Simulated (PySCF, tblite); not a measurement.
# dithiane (C4H8S2): dynamics, then NMR shifts on frames, part 2 of 2

tblite 0.8.0 and PySCF 2.14.0. Atoms count from 0. The steps go on from the part before.

## Step 5: Nuclear shieldings: 625 fs, PBE0/pcSseg-1

The job: settings as JSON, then the geometry in Å.

```
{"job": {"kind": "nmr", "xc": "PBE0", "basis": "pcSseg-1", "pop": false}, "charge": 0, "multiplicity": 1}
C      0.004500    -1.373200     0.014200
C     -1.259500    -0.515900    -0.256200
C     -0.811400     0.945200    -0.611100
S      0.102300     1.774500     0.761900
S      1.764600     0.505500     0.790500
C      0.683200    -0.941900     1.277900
H      0.625800    -1.315900    -0.815800
H     -0.363500    -2.371800     0.263700
H     -1.910500    -0.682500     0.643000
H     -1.835000    -0.927300    -1.042400
H     -0.312300     0.949500    -1.562400
H     -1.652900     1.642000    -0.699000
H      0.017300    -0.644700     2.113600
H      1.445500    -1.682500     1.415400
```

Level: GIAO PBE0/pcSseg-1 NMR shielding, non-relativistic, gas phase.

The program printed:

```text
coarse grid: 12552 points
cycle   1  E = -953.0154230067  dE =  6.317e-01  |g| = 2.766e-01  |ddm| = 3.460e+00
cycle   2  E = -953.0188887659  dE = -3.466e-03  |g| = 2.673e-01  |ddm| = 5.254e-01
cycle   3  E = -953.0365562631  dE = -1.767e-02  |g| = 5.007e-02  |ddm| = 2.546e-01
cycle   4  E = -953.0371622248  dE = -6.060e-04  |g| = 1.758e-02  |ddm| = 8.789e-02
cycle   5  E = -953.0372377879  dE = -7.556e-05  |g| = 6.046e-03  |ddm| = 2.642e-02
cycle   6  E = -953.0372464466  dE = -8.659e-06  |g| = 9.631e-04  |ddm| = 5.433e-03
final grid: 111304 points
cycle   7  E = -953.0795905114  dE = -4.302e-05  |g| = 8.457e-03  |ddm| = 3.236e-02
cycle   8  E = -953.0795743089  dE =  1.620e-05  |g| = 1.142e-02  |ddm| = 1.778e-02
cycle   9  E = -953.0796081331  dE = -3.382e-05  |g| = 9.081e-04  |ddm| = 1.175e-02
cycle  10  E = -953.0796083537  dE = -2.206e-07  |g| = 1.993e-04  |ddm| = 1.314e-03
cycle  11  E = -953.0796083623  dE = -8.638e-09  |g| = 7.105e-05  |ddm| = 2.327e-04
cycle  12  E = -953.0796083636  dE = -1.259e-09  |g| = 1.580e-05  |ddm| = 9.436e-05
cycle  13  E = -953.0796083636  dE = -6.207e-11  |g| = 5.806e-06  |ddm| = 2.657e-05
converged SCF energy = -953.0796083636

GIAO shielding tensors (ppm)
atom      isotropic    diamagn.    paramagn.     s11        s22        s33       span
  0 C      152.317     247.330     -95.013    129.878    161.890    165.183     35.305
  1 C      150.970     246.029     -95.059    135.786    151.312    165.811     30.026
  2 C      144.508     246.285    -101.777    124.863    149.973    158.688     33.824
  3 S      354.785    1054.275    -699.490    120.188    361.097    583.070    462.881
  4 S      368.335    1054.971    -686.636    105.390    463.329    536.285    430.894
  5 C      136.045     250.705    -114.660    106.093    142.975    159.066     52.973
  6 H       30.814      31.251      -0.437     27.888     29.720     34.834      6.945
  7 H       29.419      29.849      -0.429     24.255     27.718     36.285     12.030
  8 H       29.289      29.415      -0.126     26.204     27.175     34.487      8.284
  9 H       30.509      30.502       0.007     26.304     27.992     37.231     10.927
 10 H       29.155      29.367      -0.212     24.761     28.057     34.648      9.888
 11 H       28.901      28.608       0.292     23.569     26.708     36.425     12.856
 12 H       28.198      28.833      -0.635     25.021     26.947     32.627      7.606
 13 H       28.672      30.256      -1.584     23.529     26.830     35.656     12.127
```

Wall time 14 s (1 thread of Arm Neoverse V2, shared host); peak memory 0.75 GiB.

This run: δ C5 50.9, C2 42.4, C1 36.0, C0 34.6, H12 3.52, H13 3.05 ppm.

## Step 6: NMR shieldings: 800 fs, PBE0/pcSseg-1

The job: settings as JSON, then the geometry in Å.

```
{"job": {"kind": "nmr", "xc": "PBE0", "basis": "pcSseg-1", "pop": false}, "charge": 0, "multiplicity": 1}
C      0.042900    -1.377700     0.075400
C     -1.153700    -0.456800    -0.177600
C     -0.724500     0.974800    -0.483000
S      0.190400     1.714700     0.956400
S      1.830700     0.577800     0.845100
C      0.841800    -0.836900     1.338300
H      0.716000    -1.463500    -0.830400
H     -0.329300    -2.440900     0.258700
H     -1.709300    -0.427700     0.761500
H     -1.754900    -0.868300    -1.009700
H     -0.378300     1.112400    -1.572400
H     -1.671100     1.572400    -0.427200
H      0.132900    -0.586500     2.107200
H      1.438700    -1.619600     1.893300
```

With the program's defaults for keys left out, this is: GIAO PBE0/pcSseg-1 NMR shielding, non-relativistic, gas phase.

The program printed:

```text
coarse grid: 12552 points
cycle   1  E = -953.0162342426  dE =  6.189e-01  |g| = 2.554e-01  |ddm| = 3.472e+00
cycle   2  E = -953.0180168436  dE = -1.783e-03  |g| = 2.574e-01  |ddm| = 4.958e-01
cycle   3  E = -953.0346018631  dE = -1.659e-02  |g| = 5.070e-02  |ddm| = 2.491e-01
cycle   4  E = -953.0352190615  dE = -6.172e-04  |g| = 1.696e-02  |ddm| = 8.629e-02
cycle   5  E = -953.0352887965  dE = -6.974e-05  |g| = 5.768e-03  |ddm| = 2.527e-02
cycle   6  E = -953.0352966212  dE = -7.825e-06  |g| = 9.839e-04  |ddm| = 5.090e-03
final grid: 111304 points
cycle   7  E = -953.0770479390  dE = -2.667e-05  |g| = 7.835e-03  |ddm| = 3.205e-02
cycle   8  E = -953.0770337768  dE =  1.416e-05  |g| = 1.067e-02  |ddm| = 1.744e-02
cycle   9  E = -953.0770631946  dE = -2.942e-05  |g| = 8.931e-04  |ddm| = 1.107e-02
cycle  10  E = -953.0770633929  dE = -1.983e-07  |g| = 1.653e-04  |ddm| = 1.203e-03
cycle  11  E = -953.0770633989  dE = -6.001e-09  |g| = 6.049e-05  |ddm| = 2.034e-04
cycle  12  E = -953.0770633998  dE = -9.056e-10  |g| = 1.194e-05  |ddm| = 7.005e-05
converged SCF energy = -953.0770633998

GIAO shielding tensors (ppm)
atom      isotropic    diamagn.    paramagn.     s11        s22        s33       span
  0 C      142.832     244.843    -102.011    118.563    153.087    156.848     38.285
  1 C      143.762     246.692    -102.930    135.876    146.666    148.745     12.869
  2 C      137.909     245.605    -107.696    113.294    143.354    157.081     43.787
  3 S      356.231    1053.976    -697.744    165.019    362.363    541.313    376.294
  4 S      488.897    1054.351    -565.453    262.783    538.608    665.302    402.519
  5 C      130.207     249.429    -119.222     84.525    149.792    156.304     71.780
  6 H       28.799      28.293       0.506     25.999     27.208     33.190      7.192
  7 H       28.506      28.120       0.386     24.370     26.126     35.022     10.652
  8 H       29.241      30.121      -0.880     26.469     27.890     33.363      6.894
  9 H       28.921      28.990      -0.069     24.157     26.955     35.651     11.494
 10 H       27.410      26.808       0.602     23.223     25.899     33.107      9.884
 11 H       28.545      28.370       0.174     24.039     26.183     35.411     11.372
 12 H       29.116      30.745      -1.629     27.161     27.699     32.487      5.326
 13 H       27.319      27.877      -0.558     22.784     24.989     34.184     11.399
```

Run time: 13 s. Hardware: 1 thread of Arm Neoverse V2, shared host; peak memory 0.75 GiB.

This run: δ C5 56.7, C2 49.0, C0 44.1, C1 43.2, H13 4.40, H10 4.31 ppm.

## Step 7: Nuclear shieldings: 1000 fs, PBE0/pcSseg-1

The job: settings as JSON, then the geometry in Å.

```
{"job": {"kind": "nmr", "xc": "PBE0", "basis": "pcSseg-1", "pop": false}, "charge": 0, "multiplicity": 1}
C     -0.202400    -1.402300     0.436000
C     -1.300000    -0.300600     0.394500
C     -0.893700     1.004300    -0.223500
S      0.353000     1.713400     0.935200
S      1.873300     0.447100     0.485400
C      1.058700    -0.955000     1.202900
H      0.059800    -1.772400    -0.583400
H     -0.469400    -2.278100     1.067200
H     -1.799900    -0.185000     1.377000
H     -2.075900    -0.695800    -0.206300
H     -0.455100     0.962500    -1.222800
H     -1.675800     1.797200    -0.246100
H      0.811800    -0.684600     2.222100
H      1.800900    -1.776400     1.232100
```

Level: GIAO PBE0/pcSseg-1 NMR shielding, non-relativistic, gas phase.

The program printed:

```text
coarse grid: 12552 points
cycle   1  E = -953.0314033653  dE =  7.142e-01  |g| = 2.619e-01  |ddm| = 3.498e+00
cycle   2  E = -953.0350404440  dE = -3.637e-03  |g| = 2.533e-01  |ddm| = 5.324e-01
cycle   3  E = -953.0509594339  dE = -1.592e-02  |g| = 5.199e-02  |ddm| = 2.500e-01
cycle   4  E = -953.0516174540  dE = -6.580e-04  |g| = 1.517e-02  |ddm| = 9.046e-02
cycle   5  E = -953.0516727547  dE = -5.530e-05  |g| = 5.442e-03  |ddm| = 2.576e-02
cycle   6  E = -953.0516796327  dE = -6.878e-06  |g| = 1.066e-03  |ddm| = 5.270e-03
final grid: 111304 points
cycle   7  E = -953.0931171550  dE = -2.671e-05  |g| = 8.216e-03  |ddm| = 2.761e-02
cycle   8  E = -953.0931022579  dE =  1.490e-05  |g| = 1.109e-02  |ddm| = 1.780e-02
cycle   9  E = -953.0931337740  dE = -3.152e-05  |g| = 7.693e-04  |ddm| = 1.158e-02
cycle  10  E = -953.0931339269  dE = -1.529e-07  |g| = 1.543e-04  |ddm| = 1.146e-03
cycle  11  E = -953.0931339320  dE = -5.063e-09  |g| = 5.531e-05  |ddm| = 1.757e-04
cycle  12  E = -953.0931339327  dE = -7.358e-10  |g| = 1.145e-05  |ddm| = 6.468e-05
converged SCF energy = -953.0931339327

GIAO shielding tensors (ppm)
atom      isotropic    diamagn.    paramagn.     s11        s22        s33       span
  0 C      152.998     243.913     -90.915    140.464    152.474    166.056     25.592
  1 C      159.714     243.601     -83.886    146.819    164.263    168.061     21.242
  2 C      143.324     247.598    -104.274    109.703    159.854    160.415     50.712
  3 S      407.515    1054.827    -647.312    236.424    432.116    554.005    317.581
  4 S      449.846    1054.815    -604.969    251.149    453.948    644.441    393.292
  5 C      143.398     250.079    -106.682    120.288    151.312    158.593     38.306
  6 H       29.451      28.500       0.950     25.879     27.465     35.007      9.128
  7 H       29.113      28.246       0.867     24.229     27.238     35.870     11.641
  8 H       29.369      28.714       0.655     25.697     27.254     35.157      9.461
  9 H       30.467      29.618       0.849     25.301     28.235     37.865     12.564
 10 H       28.907      28.849       0.058     25.422     27.250     34.049      8.626
 11 H       28.390      28.413      -0.023     23.497     25.802     35.871     12.374
 12 H       28.728      29.989      -1.261     24.324     28.052     33.807      9.483
 13 H       28.646      28.845      -0.199     23.436     26.584     35.919     12.483
```

It took 13 s on 1 thread of Arm Neoverse V2, shared host; peak memory 0.75 GiB.

In short: δ C2 43.6, C5 43.5, C0 33.9, C1 27.2, H11 3.33, H13 3.07 ppm.

## Step 8: Comparing the runs: NMR shifts

Shifts (ppm) of some atoms, chosen among heavy atoms and hydrogens apart, with basis size and wall time:

| frame | C5 | C1 | C0 | H9 | H8 | S3 | S4 | functions | time |
| --- | --- | --- | --- | --- | --- | --- | --- | --- | --- |
| 250 fs | 49.5 | 35.2 | 31.1 | 1.90 | -0.04 | 76 | 75 | 156 | 21 s |
| 425 fs | 43.4 | 44.7 | 36.6 | 4.27 | 2.40 | 140 | 157 | 156 | 13 s |
| 625 fs | 50.9 | 36.0 | 34.6 | 1.21 | 2.43 | 149 | 135 | 156 | 14 s |
| 800 fs | 56.7 | 43.2 | 44.1 | 2.80 | 2.48 | 147 | 15 | 156 | 13 s |
| 1000 fs | 43.5 | 27.2 | 33.9 | 1.25 | 2.35 | 96 | 54 | 156 | 13 s |

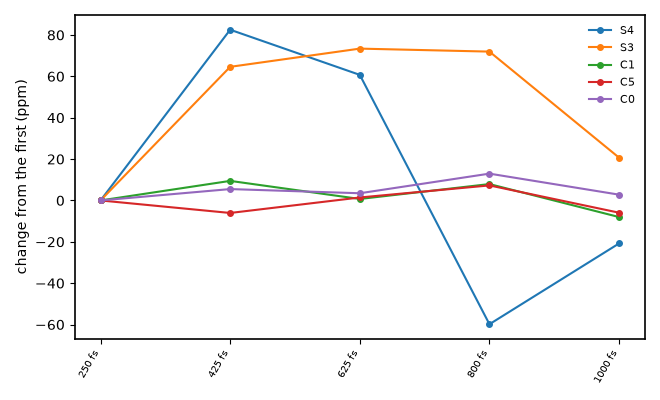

How five of the tabulated atoms move from run to run.

## Step 9: Summary of results

This closing draws on all 2 parts.

| quantity | value |
| --- | --- |
| thermostat | 400 K |
| mean temperature, second half | 419 K |
| mean potential energy above the minimum | 0.71 eV |
| 13C shifts against TMS (PBE0/pcSseg-1, 250 fs) | 49.5, 44.2, 35.2, 31.1 ppm |
| 1H shifts against TMS (PBE0/pcSseg-1, 250 fs) | 2.82, 2.81, 2.58, 2.58, 2.50, 1.90, 0.99, -0.04 ppm |
| 33S shifts against CS2 (PBE0/pcSseg-1, 250 fs) | 76, 75 ppm |
| surface potential, 1st and 99th percentile | -0.96 V and 0.90 V |
| range of the shift of S4 | 15 to 157 ppm |

**Reading.** In the second half the potential energy averages 0.71 eV above the minimum; equipartition over 36 harmonic modes at 400 K would give 0.62 eV. With 14 atoms the temperature swings widely (160 to 516 K). Shifts at one fixed geometry are not the observed spectrum, which averages over the motion. In the first frame run (250 fs): The largest span, 387 ppm, is at S4, where the paramagnetic term is -625 ppm. Across the 5 runs the shift of S4 moves most, between 15 (800 fs) and 157 ppm (425 fs).
